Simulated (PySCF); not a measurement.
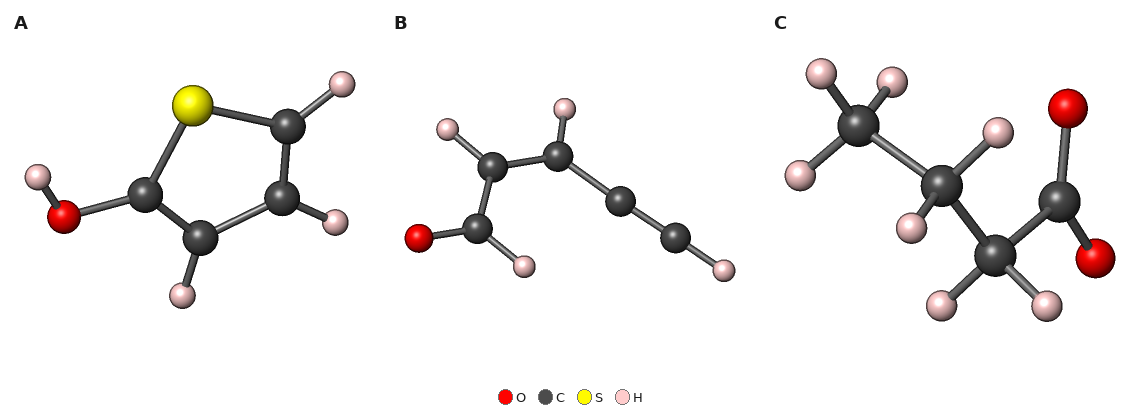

(Drawn from a calculation with PySCF.)

> Match each picture to its SMILES.
(1) C#C/C=C\C=O
(2) CCCC(=O)[O-]
(3) Oc1cccs1

A is (3), B is (1), C is (2).
